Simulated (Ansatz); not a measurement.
Run report: C3H9ClGe, geometry relaxation

System: C3H9ClGe, SMILES C[C](C)(Cl)[GeH3].
Method: RKS PBE/def2-SVP (Ansatz 0.2.0).

It belongs to a series of runs on one base structure; here: end point B relaxed. Figures and captions count atoms from 1; the log counts them from 0 in places.

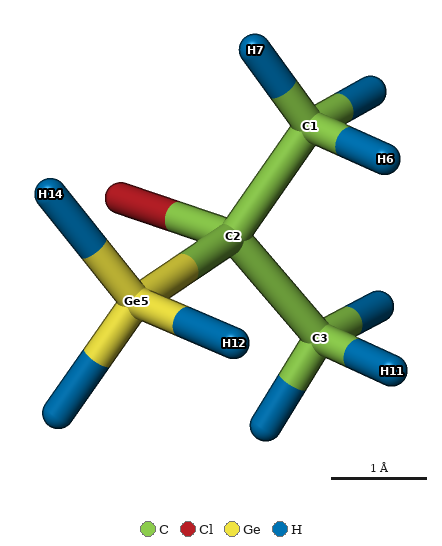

The structure as given in the input (stick view, seen at a tilt; atoms are numbered from 1 in the order of the input). Sticks mark near contacts. Bond lengths as drawn: C–C 1.49 to 1.50 Å, C–Cl 1.80 Å, C–Ge 1.97 Å, C–H 1.08 to 1.18 Å and Ge–H 1.51 to 1.57 Å.

Results in brief:

```json
{"quantity": "outcome", "value": "converged"}
{"quantity": "total energy", "value": "−72266.8274 eV"}
{"quantity": "mean-field energy", "value": "−72266.8274 eV"}
{"quantity": "largest force (length of the vector) at the end", "value": "0.009 eV/Å"}
{"quantity": "hardware", "value": "2 threads of AMD EPYC (Zen 4), 16 GiB of memory available, shared host"}
{"quantity": "wall time", "value": "15 s (CPU time 29 s)"}
{"quantity": "peak memory", "value": "0.21 GiB"}
```

The input:
```yaml
crystal:
  periodic: [false, false, false]
  atoms:
    - { symbol: C, position_ang: [-1.4115, 0.256, 0.3669] }
    - { symbol: C, position_ang: [-0.0497, 0.3864, -0.2236] }
    - { symbol: C, position_ang: [-0.07408, 1.41511, -1.3196] }
    - { symbol: Cl, position_ang: [0.57928, -1.14015, -0.93736] }
    - { symbol: Ge, position_ang: [1.19442, 0.93155, 1.19766] }
    - { symbol: H, position_ang: [-1.776, 1.3029, 0.7566] }
    - { symbol: H, position_ang: [-1.4727, -0.4452, 1.1797] }
    - { symbol: H, position_ang: [-2.1415, 0.0152, -0.4416] }
    - { symbol: H, position_ang: [-0.76717, 1.15777, -2.18534] }
    - { symbol: H, position_ang: [0.94979, 1.58356, -1.76659] }
    - { symbol: H, position_ang: [-0.4197, 2.4323, -0.9416] }
    - { symbol: H, position_ang: [0.70643, 2.30702, 1.76315] }
    - { symbol: H, position_ang: [2.57098, 1.05989, 0.60279] }
    - { symbol: H, position_ang: [1.16985, -0.14334, 2.29803] }
basis:
  gaussian: { orbitals: def2-SVP }
hamiltonian:
  xc: pbe
relax:
  f_tol: 0.015
  max_steps: 40
output:
  orbitals: {}
```

Run as:
```bash
ansatz run input.yaml --threads 2 --pin off --max-ram 3072MiB --backend cpu --events-out ev --progress --plain --runs-dir out
```

Log:
```
The last accepted step is kept in [file] (removed where the run ends without a failure and the disk answers)
Engine: ansatz 0.2.0, x86_64-unknown-linux-gnu
Functional definition: PBE
  parameter kappa = 0.804
  parameter beta = 0.06672455060314922
  exchange = pbe_x(kappa = kappa, mu = beta*pi^2/3)
  correlation = pbe_c(beta = beta)
1542 factors; their error is unknown
mean field evaluation 1: about -72255.2485 eV, gradient 6.9e1 eV
mean field evaluation 2: about -72229.5015 eV, gradient 1.2e2 eV
mean field evaluation 4: about -72266.4634 eV, gradient 8.9e0 eV
mean field evaluation 8: about -72266.6390 eV, gradient 3.2e-1 eV
mean field evaluation 16: about -72266.5584 eV, gradient 7.0e-4 eV
mean field -72266.55840618 eV, -2655.7470373945 hartree, gradient 4.1e-5 eV, S^2 0.000000; 0 other end points of the search recorded, 0 dependent functions left out
the calculation of the forces begins
reference -72266.55844366 eV, -2655.7470387719 hartree; 38, 38 occupied and 99, 99 virtual orbitals, 1542 factors
relax step   1: F+E_penalty+E_count = -72266.55840618 eV  Δ(F+E_penalty+E_count) = +0.000e0 eV  max|allowed force component| = 1.811e0 eV/Å  Δτ_max = 0.0000 Å  (29 SCF iters, accepted)
these checks for a lower state are left out or cut short: starts, cluster_reference, orbital_swaps, neighbouring_geometries, increment
1542 factors; their error is unknown
mean field -72266.79279467 eV, -2655.7556510127 hartree, gradient 2.5e-5 eV, S^2 0.000000; 0 other end points of the search recorded, 0 dependent functions left out
the calculation of the forces begins
reference -72266.79283312 eV, -2655.7556524258 hartree; 38, 38 occupied and 99, 99 virtual orbitals, 1542 factors
relax step   2: F+E_penalty+E_count = -72266.79279467 eV  Δ(F+E_penalty+E_count) = -2.344e-1 eV  max|allowed force component| = 9.976e-1 eV/Å  Δτ_max = 0.1059 Å  (29 SCF iters, accepted)
these checks for a lower state are left out or cut short: starts, cluster_reference, orbital_swaps, neighbouring_geometries, increment
1542 factors; their error is unknown
mean field evaluation 32: about -72266.8244 eV, gradient 1.9e-5 eV
mean field -72266.82443695 eV, -2655.7568138449 hartree, gradient 1.9e-5 eV, S^2 0.000000; 0 other end points of the search recorded, 0 dependent functions left out
the calculation of the forces begins
reference -72266.82447541 eV, -2655.7568152582 hartree; 38, 38 occupied and 99, 99 virtual orbitals, 1542 factors
relax step   3: F+E_penalty+E_count = -72266.82443695 eV  Δ(F+E_penalty+E_count) = -3.164e-2 eV  max|allowed force component| = 1.401e-1 eV/Å  Δτ_max = 0.0444 Å  (31 SCF iters, accepted)
these checks for a lower state are left out or cut short: starts, cluster_reference, orbital_swaps, neighbouring_geometries, increment
1542 factors; their error is unknown
mean field -72266.82673304 eV, -2655.7568982249 hartree, gradient 1.9e-5 eV, S^2 0.000000; 0 other end points of the search recorded, 0 dependent functions left out
the calculation of the forces begins
reference -72266.82677154 eV, -2655.7568996395 hartree; 38, 38 occupied and 99, 99 virtual orbitals, 1542 factors
relax step   4: F+E_penalty+E_count = -72266.82673304 eV  Δ(F+E_penalty+E_count) = -2.296e-3 eV  max|allowed force component| = 6.994e-2 eV/Å  Δτ_max = 0.0173 Å  (31 SCF iters, accepted)
these checks for a lower state are left out or cut short: starts, cluster_reference, orbital_swaps, neighbouring_geometries, increment
1542 factors; their error is unknown
mean field -72266.82729150 eV, -2655.7569187479 hartree, gradient 1.9e-5 eV, S^2 0.000000; 0 other end points of the search recorded, 0 dependent functions left out
the calculation of the forces begins
reference -72266.82733001 eV, -2655.7569201628 hartree; 38, 38 occupied and 99, 99 virtual orbitals, 1542 factors
relax step   5: F+E_penalty+E_count = -72266.82729150 eV  Δ(F+E_penalty+E_count) = -5.585e-4 eV  max|allowed force component| = 2.116e-2 eV/Å  Δτ_max = 0.0186 Å  (31 SCF iters, accepted)
these checks for a lower state are left out or cut short: starts, cluster_reference, orbital_swaps, neighbouring_geometries, increment
1542 factors; their error is unknown
mean field -72266.82733892 eV, -2655.7569204905 hartree, gradient 1.7e-5 eV, S^2 0.000000; 0 other end points of the search recorded, 0 dependent functions left out
the calculation of the forces begins
reference -72266.82737742 eV, -2655.7569219051 hartree; 38, 38 occupied and 99, 99 virtual orbitals, 1542 factors
relax step   6: F+E_penalty+E_count = -72266.82733892 eV  Δ(F+E_penalty+E_count) = -4.742e-5 eV  max|allowed force component| = 7.146e-3 eV/Å  Δτ_max = 0.0024 Å  (23 SCF iters, accepted)
1542 factors; their error is unknown
mean field evaluation 64: about -72266.9080 eV, gradient 6.9e-2 eV
```

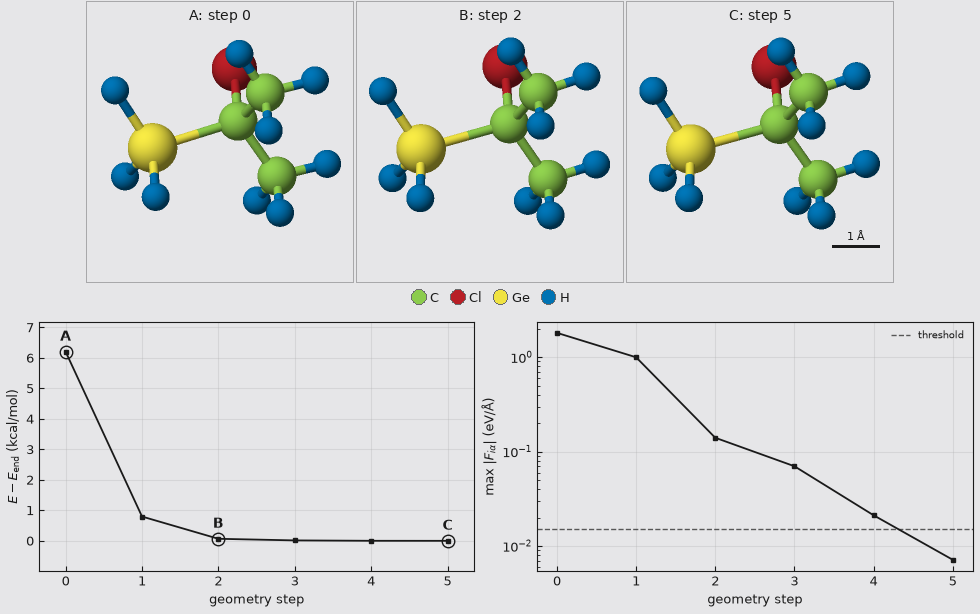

Frames of the relaxation (ball-and-stick view, seen at a tilt) above the curves, on which the letters mark them (the first geometry is step 0 here and step 1 in the log).

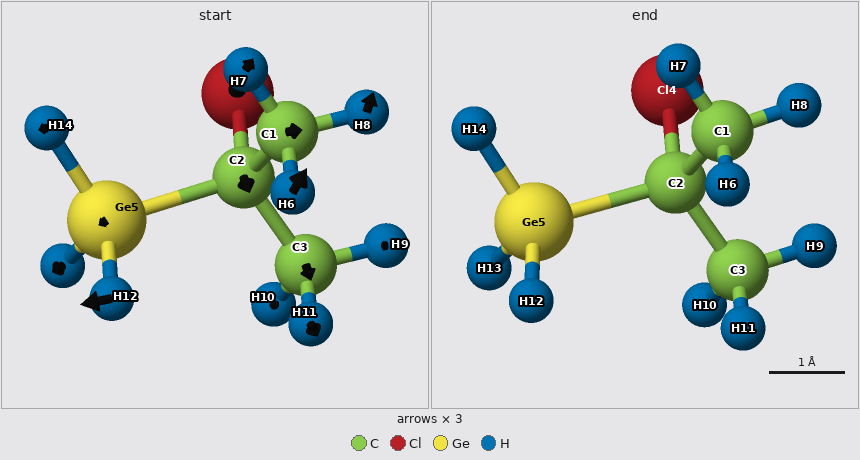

Before (left) and after (right) the relaxation, at one scale (ball-and-stick view, seen at a tilt). The black arrows give the displacements, magnified 3 times. The largest move after the best rigid fit is that of H12, 0.15 Å. By element the largest moves are H 0.15 Å, Cl 0.10 Å, C 0.09 Å, Ge 0.04 Å. Among the contacts that change: C1–H6 1.175 → 1.111 Å, C2–Cl4 1.799 → 1.848 Å, Ge5–H13 1.505 → 1.549 Å, C2–Ge5 1.966 → 2.003 Å. Among the angles that change: C1–C2–Cl4 113.7° → 107.9°, H6–C1–H8 103.3° → 108.0°, H7–C1–H8 111.7° → 108.0°. Over 5 geometry steps the energy falls by 6.20 kcal/mol. The largest force component goes from 1.8 to 0.0071 eV/Å. (Atoms are counted from 1 in the order of the input.)

```
mean field -72266.82733892 eV, -2655.7569204905 hartree, gradient 1.7e-5 eV, S^2 0.000000; 1 other end points of the search recorded, 0 dependent functions left out
the calculation of the forces begins
reference -72266.82737742 eV, -2655.7569219051 hartree; 38, 38 occupied and 99, 99 virtual orbitals, 1542 factors
Total energy: -72266.82737742 eV, -2655.7569219051 hartree
Atom 0 at    -1.487230     0.263886     0.346466 Å, force    -0.002830    -0.001111    -0.001886 eV/Å
Atom 1 at    -0.084468     0.472509    -0.216710 Å, force     0.007146    -0.002234     0.004472 eV/Å
Atom 2 at    -0.057200     1.474792    -1.367000 Å, force    -0.001895    -0.000516    -0.003156 eV/Å
Atom 3 at     0.515394    -1.151499    -0.863505 Å, force    -0.000857     0.000645    -0.000185 eV/Å
Atom 4 at     1.228509     0.952053     1.217745 Å, force    -0.001090     0.000422    -0.000714 eV/Å
Atom 5 at    -1.875464     1.218158     0.762007 Å, force    -0.000777    -0.000588     0.001028 eV/Å
Atom 6 at    -1.498858    -0.496140     1.151997 Å, force    -0.001139    -0.000222     0.000670 eV/Å
Atom 7 at    -2.182620    -0.071074    -0.452236 Å, force    -0.000340     0.000657     0.000700 eV/Å
Atom 8 at    -0.739514     1.152479    -2.182024 Å, force    -0.000013     0.000594     0.000625 eV/Å
Atom 9 at     0.958904     1.584124    -1.793852 Å, force     0.000719     0.001680    -0.000909 eV/Å
Atom 10 at    -0.394627     2.471287    -1.010362 Å, force     0.000900     0.000261    -0.001222 eV/Å
Atom 11 at     0.825402     2.319835     1.845529 Å, force     0.000635     0.000730     0.001091 eV/Å
Atom 12 at     2.642491     1.070024     0.596498 Å, force    -0.000569    -0.000271     0.000028 eV/Å
Atom 13 at     1.207681    -0.141423     2.314586 Å, force     0.000110    -0.000046    -0.000544 eV/Å
Dipole moment:    -0.202610     0.288490     0.034697 e Å
```

Trajectory as extended XYZ (Å, eV, eV/Å), 6 frames, from step=1 to step=6:
```
14
Properties=species:S:1:pos:R:3:forces:R:3 step=1 energy=-72266.55841
C    -1.4115    0.2560    0.3669   -1.6412   1.8105  -0.3405
C    -0.0497    0.3864   -0.2236    0.2096   0.8119  -0.0840
C    -0.0741    1.4151   -1.3196    0.2378   1.5216  -1.3188
Cl    0.5793   -1.1401   -0.9374    0.0082  -0.7047  -0.0305
Ge    1.1944    0.9315    1.1977   -0.2174   0.1990   0.4738
H    -1.7760    1.3029    0.7566    0.6618  -1.4765  -0.4021
H    -1.4727   -0.4452    1.1797   -0.1784  -0.8135   0.7611
H    -2.1415    0.0152   -0.4416   -0.0349  -0.2865   0.2379
H    -0.7672    1.1578   -2.1853    0.4267  -0.0552   0.6820
H     0.9498    1.5836   -1.7666   -0.5501  -0.1464   0.1995
H    -0.4197    2.4323   -0.9416    0.2155  -0.7527  -0.1275
H     0.7064    2.3070    1.7631    0.0837  -0.1383  -0.0056
H     2.5710    1.0599    0.6028    0.7598   0.1125  -0.2267
H     1.1699   -0.1433    2.2980    0.0188  -0.0818   0.1815
14
Properties=species:S:1:pos:R:3:forces:R:3 step=2 energy=-72266.79280
C    -1.4712    0.2413    0.3442   -0.5724   0.9976   0.0768
C    -0.0794    0.4466   -0.2213    0.0969   0.1300   0.0835
C    -0.0561    1.4636   -1.3496   -0.0693   0.4403  -0.5235
Cl    0.5026   -1.1488   -0.8648    0.2063  -0.4723  -0.2449
Ge    1.2345    0.9409    1.1978   -0.1431   0.0807   0.2580
H    -1.8372    1.2265    0.7599    0.1273  -0.4849  -0.1420
H    -1.5145   -0.4966    1.1564    0.0622  -0.2572   0.1511
H    -2.1941   -0.0487   -0.4526    0.1308  -0.0807   0.0609
H    -0.7498    1.1705   -2.1793    0.1509   0.0056   0.2361
H     0.9572    1.5891   -1.7999   -0.1888  -0.0908   0.1576
H    -0.3870    2.4694   -0.9858    0.0710  -0.2601  -0.0200
H     0.7812    2.3040    1.7984    0.0372   0.0427   0.0247
H     2.6567    1.0836    0.6226    0.0883  -0.0097  -0.1088
H     1.2154   -0.1224    2.3233    0.0027  -0.0411  -0.0094
14
Properties=species:S:1:pos:R:3:forces:R:3 step=3 energy=-72266.82444
C    -1.4784    0.2606    0.3462   -0.0631  -0.0950  -0.0039
C    -0.0777    0.4554   -0.2282   -0.0365   0.1254   0.1401
C    -0.0536    1.4720   -1.3657   -0.0060  -0.0293  -0.0706
Cl    0.5047   -1.1612   -0.8808    0.0430  -0.0475  -0.0188
Ge    1.2208    0.9520    1.2180    0.0777  -0.0359  -0.0342
H    -1.8514    1.2156    0.7674   -0.0214   0.0770   0.0231
H    -1.4994   -0.4997    1.1537    0.0317   0.0185  -0.0553
H    -2.1883   -0.0607   -0.4462    0.0221  -0.0082   0.0041
H    -0.7460    1.1665   -2.1780   -0.0200  -0.0159  -0.0092
H     0.9556    1.5818   -1.8069    0.0375  -0.0145   0.0167
H    -0.3795    2.4663   -0.9971   -0.0150   0.0324   0.0283
H     0.8033    2.3224    1.8323   -0.0060  -0.0156  -0.0107
H     2.6416    1.0795    0.6064   -0.0353  -0.0060   0.0209
H     1.2068   -0.1314    2.3280   -0.0085   0.0145  -0.0303
14
Properties=species:S:1:pos:R:3:forces:R:3 step=4 energy=-72266.82673
C    -1.4861    0.2638    0.3459    0.0185  -0.0667   0.0161
C    -0.0819    0.4660   -0.2196   -0.0216   0.0699   0.0369
C    -0.0560    1.4734   -1.3661    0.0038  -0.0124  -0.0044
Cl    0.5118   -1.1522   -0.8699    0.0163  -0.0576  -0.0162
Ge    1.2293    0.9513    1.2176   -0.0067  -0.0074  -0.0231
H    -1.8686    1.2166    0.7670   -0.0069   0.0349   0.0070
H    -1.5010   -0.4998    1.1493    0.0062   0.0153  -0.0180
H    -2.1865   -0.0653   -0.4510    0.0111   0.0045  -0.0060
H    -0.7445    1.1585   -2.1784   -0.0077  -0.0061  -0.0049
H     0.9573    1.5796   -1.7995    0.0146   0.0006   0.0010
H    -0.3859    2.4696   -1.0038   -0.0071   0.0198   0.0050
H     0.8115    2.3201    1.8329    0.0112   0.0012   0.0125
H     2.6482    1.0746    0.6045   -0.0282  -0.0034   0.0031
H     1.2107   -0.1374    2.3202   -0.0034   0.0074  -0.0091
14
Properties=species:S:1:pos:R:3:forces:R:3 step=5 energy=-72266.82729
C    -1.4871    0.2637    0.3466    0.0024   0.0022  -0.0047
C    -0.0832    0.4726   -0.2156   -0.0212  -0.0005  -0.0187
C    -0.0570    1.4750   -1.3667   -0.0046  -0.0018   0.0026
Cl    0.5165   -1.1515   -0.8630   -0.0020   0.0043   0.0017
Ge    1.2284    0.9518    1.2175    0.0156   0.0064   0.0192
H    -1.8768    1.2175    0.7618    0.0046   0.0036  -0.0007
H    -1.5009   -0.4961    1.1523    0.0062  -0.0026  -0.0021
H    -2.1813   -0.0708   -0.4532   -0.0013  -0.0021  -0.0007
H    -0.7408    1.1523   -2.1803    0.0009  -0.0018  -0.0030
H     0.9581    1.5855   -1.7957    0.0022  -0.0066   0.0029
H    -0.3941    2.4719   -1.0112   -0.0014  -0.0015   0.0062
H     0.8256    2.3200    1.8449    0.0017  -0.0021  -0.0004
H     2.6429    1.0685    0.5970   -0.0010   0.0017  -0.0012
H     1.2082   -0.1413    2.3148   -0.0020   0.0009  -0.0010
14
Properties=species:S:1:pos:R:3:forces:R:3 step=6 energy=-72266.82734
C    -1.4872    0.2639    0.3465   -0.0028  -0.0011  -0.0019
C    -0.0845    0.4725   -0.2167    0.0071  -0.0022   0.0045
C    -0.0572    1.4748   -1.3670   -0.0019  -0.0005  -0.0032
Cl    0.5154   -1.1515   -0.8635   -0.0009   0.0006  -0.0002
Ge    1.2285    0.9521    1.2177   -0.0011   0.0004  -0.0007
H    -1.8755    1.2182    0.7620   -0.0008  -0.0006   0.0010
H    -1.4989   -0.4961    1.1520   -0.0011  -0.0002   0.0007
H    -2.1826   -0.0711   -0.4522   -0.0003   0.0007   0.0007
H    -0.7395    1.1525   -2.1820    0.0000   0.0006   0.0006
H     0.9589    1.5841   -1.7939    0.0007   0.0017  -0.0009
H    -0.3946    2.4713   -1.0104    0.0009   0.0003  -0.0012
H     0.8254    2.3198    1.8455    0.0006   0.0007   0.0011
H     2.6425    1.0700    0.5965   -0.0006  -0.0003   0.0000
H     1.2077   -0.1414    2.3146    0.0001   0.0000  -0.0005
```

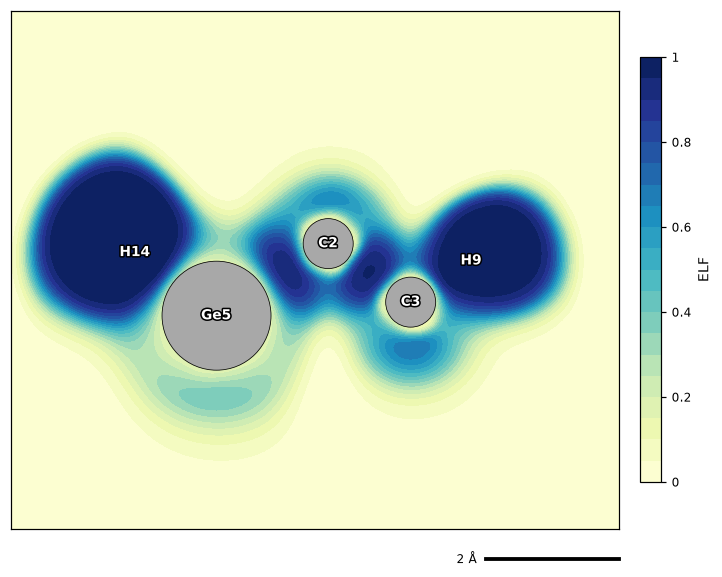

ELF on the plane of atoms C2, Ge5 and H14. Grey discs, where drawn, cover atomic cores. C–C (1.53 Å): the ELF peaks at about 0.95 between the atoms (a shared electron pair). C–Ge (2.00 Å): the ELF peaks at about 0.95 in the valence shell of C, 0.7 Å from its nucleus, and is about 0.75 at the midpoint. Ge–H (1.55 Å): the ELF climbs to about 1 towards the hydrogen.

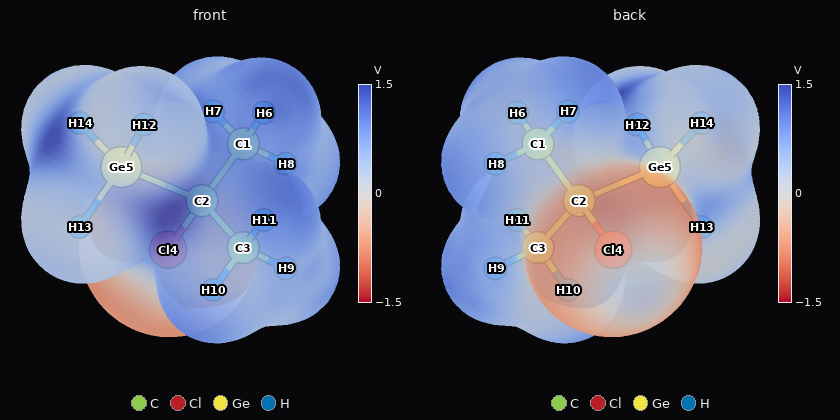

The molecular electrostatic potential painted on the density surface at 0.004 e/bohr³, seen at a tilt and from behind; the colour scale runs from red (negative) to blue (positive).

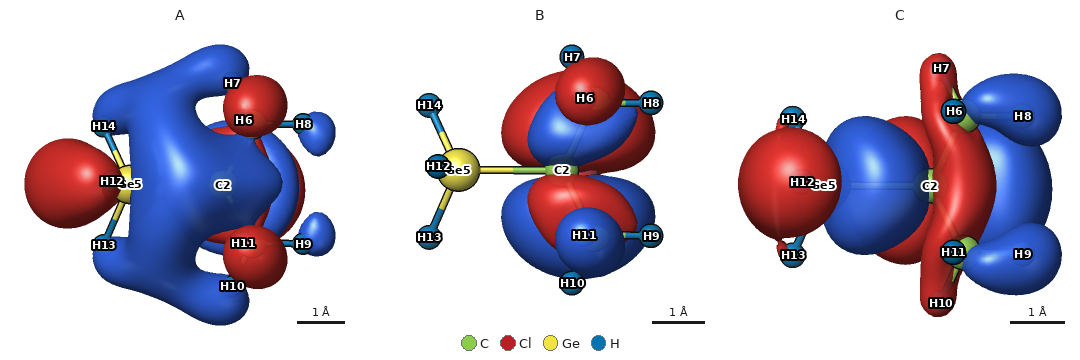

Three frontier orbitals at ±0.06 Å⁻³ᐟ² (blue and red are the two phases). B is the HOMO−1 (−6.79 eV). C is the HOMO (−6.35 eV). By Hirshfeld shares it lies mainly on Cl4 (55 %), C2 (15 %) and Ge5 (15 %). A is the LUMO (−0.49 eV). By Hirshfeld shares it lies mainly on Cl4 (35 %), C2 (25 %) and Ge5 (15 %). The HOMO–LUMO gap is 5.86 eV between the orbital energies.
